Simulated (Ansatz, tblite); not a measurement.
**C₁₄H₁₀IN₃: spin-state energies by level**

Aim: set other spin states of C₁₄H₁₀IN₃ against its singlet, on many levels of theory.

Method: as each input shows; program: Ansatz 0.2.0, Gaussian basis.

The runs, in order: triplet, at the geometry of the singlet (GFN1-xTB, GFN2-xTB, PBE0-D4/def2-TZVP, PBE-D4/def2-TZVP); the singlet's energies come from earlier runs.

1 further run of the same task is left out (set aside as unsound or not needed).

## (1) The structure

The geometry is that of the singlet, from an earlier relaxation (PBE-D4/def2-SVP).

SMILES `N#C[N-]C#N.c1ccc([I+]c2ccccc2)cc1`, 28 atoms, charge 0, spin multiplicity 1.

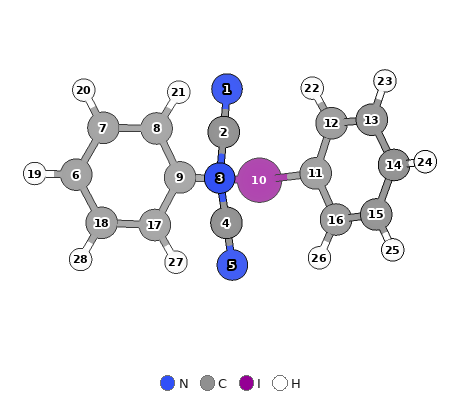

The geometry (nitrogen blue, carbon grey, iodine purple, hydrogen white); atoms are numbered from 1 in the order of the file.

I takes a core potential in the def2 sets. No spin-orbit coupling is included.

## (2) Triplet at the fixed geometry, GFN1-xTB

Tight binding, by tblite at 300 K electronic temperature and without a spin-polarisation term:

```python
tblite.interface.Calculator('GFN1-xTB', numbers, positions, charge=0, uhf=2).singlepoint()
```

Energy -1312.2293 eV; 0.11 s.

## (3) Triplet at the fixed geometry, GFN2-xTB

Tight binding, by tblite at 300 K electronic temperature and without a spin-polarisation term:

```python
tblite.interface.Calculator('GFN2-xTB', numbers, positions, charge=0, uhf=2).singlepoint()
```

Energy -1288.6889 eV; 0.065 s.

## (4) Triplet at the fixed geometry, PBE0-D4/def2-TZVP

in.yaml reads:

```yaml
crystal:
  periodic: [false, false, false]
  atoms:
    - {symbol: N, position_ang: [-1.715623, 1.597752, -0.331055]}
    - {symbol: C, position_ang: [-1.009515, 1.317306, 0.588647]}
    - {symbol: N, position_ang: [-0.267497, 1.060206, 1.628922]}
    - {symbol: C, position_ang: [0.657523, 0.150914, 1.725740]}
    - {symbol: N, position_ang: [1.518728, -0.663621, 1.870398]}
    - {symbol: C, position_ang: [-2.971425, -2.561862, 1.567886]}
    - {symbol: C, position_ang: [-3.302169, -1.759681, 0.464605]}
    - {symbol: C, position_ang: [-2.308645, -1.344124, -0.436875]}
    - {symbol: C, position_ang: [-1.002416, -1.771670, -0.177357]}
    - {symbol: I, position_ang: [0.515455, -1.314086, -1.636896]}
    - {symbol: C, position_ang: [1.428097, 0.613009, -1.327819]}
    - {symbol: C, position_ang: [0.828924, 1.721617, -1.935410]}
    - {symbol: C, position_ang: [1.506413, 2.946811, -1.828222]}
    - {symbol: C, position_ang: [2.722446, 3.028791, -1.131240]}
    - {symbol: C, position_ang: [3.275387, 1.891794, -0.520016]}
    - {symbol: C, position_ang: [2.625378, 0.649491, -0.605931]}
    - {symbol: C, position_ang: [-0.621776, -2.552784, 0.919016]}
    - {symbol: C, position_ang: [-1.642369, -2.952641, 1.796832]}
    - {symbol: H, position_ang: [-3.759194, -2.872556, 2.270909]}
    - {symbol: H, position_ang: [-4.338482, -1.426578, 0.304920]}
    - {symbol: H, position_ang: [-2.545928, -0.662619, -1.263354]}
    - {symbol: H, position_ang: [-0.153565, 1.660592, -2.420275]}
    - {symbol: H, position_ang: [1.057423, 3.845053, -2.278077]}
    - {symbol: H, position_ang: [3.238221, 3.997564, -1.047593]}
    - {symbol: H, position_ang: [4.210938, 1.964243, 0.054748]}
    - {symbol: H, position_ang: [3.001666, -0.228278, -0.062624]}
    - {symbol: H, position_ang: [0.431718, -2.780246, 1.130576]}
    - {symbol: H, position_ang: [-1.379714, -3.554399, 2.679547]}
basis:
  gaussian: {orbitals: def2-TZVP, fitting: {mean_field: def2-universal-jkfit}}
magnetization: {spin_polarized: true, initial_magnetization: 2}
hamiltonian: {xc: pbe0, dispersion: d4}
scf: {omitted_lower_state_checks: [starts]}
output: {orbitals: {seedname: orbitals}}
```

Launch:

```
ansatz run in.yaml --threads 2 --pin off --events-out ev --progress --plain --max-ram 32768MiB --backend cuda --devices 0, --max-vram 18GiB
```

What it wrote:

```text
Functional definition: PBE0
  name "PBE0"
  cite "Adamo & Barone, J. Chem. Phys. 110, 6158 (1999) doi:10.1063/1.478522"
  cite "Perdew, Burke & Ernzerhof, Phys. Rev. Lett. 77, 3865 (1996) doi:10.1103/PhysRevLett.77.3865"
  parent pbe
  parameter a = 0.25
  parameter kappa = 0.804
  parameter beta = 0.06672455060314922
  exchange = (1 - a)*pbe_x(kappa = kappa, mu = beta*pi^2/3) + a*exact_x
  correlation = pbe_c(beta = beta)
these checks for a lower state are left out or cut short: starts
1679 factors; integrals over basis functions are off by at most 5.5e-1 eV
mean field evaluation 1: about -27186.4042 eV, gradient 8.7e1 eV
mean field evaluation 2: about -26790.6440 eV, gradient 2.6e2 eV
mean field evaluation 4: about -27213.2445 eV, gradient 5.3e1 eV
mean field evaluation 8: about -27228.8631 eV, gradient 2.3e0 eV
mean field evaluation 16: about -27228.9089 eV, gradient 3.0e-2 eV
mean field evaluation 32: about -27228.9089 eV, gradient 2.6e-4 eV
mean field -27228.90892597 eV, -1000.6439466121 hartree, gradient 6.2e-6 eV, S^2 2.051418; 0 other end points of the search recorded, 0 dependent functions left out
reference -27228.90897363 eV, -1000.6439483636 hartree; 71, 69 occupied and 566, 568 virtual orbitals, 1679 factors
Total energy: -27230.04145668 eV, -1000.6855663481 hartree
Checks for a lower state left out: starts
```

Run time: 21 s. Hardware: 1 × H100 (card shared with other runs) with 2 threads of AMD EPYC 7R13, shared host; peak host memory 1.3 GiB.

From the report: HOMO -3.45 eV, LUMO -5.65 eV (over both spins; with the spin held, an empty level of the minority spin lies below the top filled one); ⟨S²⟩ 2.051 (pure: 2.00).

## (5) Triplet at the fixed geometry, PBE-D4/def2-TZVP

start.molden holds the orbitals of an earlier run on this state, given as this run's starting guess.

Changes to in.yaml since step 4:

```diff
@@ -32,5 +32,5 @@
 basis:
-  gaussian: {orbitals: def2-TZVP, fitting: {mean_field: def2-universal-jkfit}}
+  gaussian: {orbitals: def2-TZVP, fitting: {mean_field: def2-universal-jkfit}, initial_orbitals: start.molden}
 magnetization: {spin_polarized: true, initial_magnetization: 2}
-hamiltonian: {xc: pbe0, dispersion: d4}
+hamiltonian: {xc: pbe, dispersion: d4}
 scf: {omitted_lower_state_checks: [starts]}
```

Same command.

What it wrote:

```text
Functional definition: PBE
  name "PBE"
  cite "Perdew, Burke & Ernzerhof, Phys. Rev. Lett. 77, 3865 (1996) doi:10.1103/PhysRevLett.77.3865"
  parent pbe
  parameter kappa = 0.804
  parameter beta = 0.06672455060314922
  exchange = pbe_x(kappa = kappa, mu = beta*pi^2/3)
  correlation = pbe_c(beta = beta)
these checks for a lower state are left out or cut short: starts
1679 factors; integrals over basis functions are off by at most 5.5e-1 eV
mean field evaluation 1: about -27227.4649 eV, gradient 1.2e1 eV
mean field evaluation 2: about -27227.8633 eV, gradient 5.4e-1 eV
mean field evaluation 4: about -27227.8962 eV, gradient 3.9e-2 eV
mean field evaluation 8: about -27227.8971 eV, gradient 1.9e-5 eV
mean field -27227.89709307 eV, -1000.6067624390 hartree, gradient 8.1e-6 eV, S^2 2.011778; 0 other end points of the search recorded, 0 dependent functions left out
reference -27227.89715799 eV, -1000.6067648244 hartree; 71, 69 occupied and 566, 568 virtual orbitals, 1679 factors
Total energy: -27229.18504844 eV, -1000.6540939255 hartree
Checks for a lower state left out: starts
```

It took 15 s on 1 × H100 (card shared with other runs) with 2 threads of AMD EPYC 7R13, shared host; peak host memory 1.2 GiB.

From the report: HOMO -2.79 eV, LUMO -6.23 eV (over both spins; with the spin held, an empty level of the minority spin lies below the top filled one); ⟨S²⟩ 2.012 (pure: 2.00).

## (6) Triplet less singlet, vertical

The singlet's energies are those of its earlier runs, whose logs aren't repeated here.

```tsv
level	triplet less singlet, vertical (kcal/mol)	time
GFN1-xTB	+50.3	0.16 s
GFN2-xTB	+61.0	0.1 s
PBE-D4/def2-TZVP	+56.7	21 s
PBE0-D4/def2-TZVP	+60.6	26 s
```

Times add the two runs; a level without a time comes out of a correlated run. Tight binding without a spin term can't rank spin states.

## (7) Results

| quantity | value |
| --- | --- |
| triplet less singlet, vertical, functionals in def2-TZVP | +56.7 (PBE-D4) to +60.6 kcal/mol (PBE0-D4) |

**Reading.** All functionals put the triplet above the singlet, over a spread of 4.0 kcal/mol. The checks for a lower triplet were left out, so another state of that spin may lie lower. These are electronic energies, without zero-point motion, entropy or surroundings.
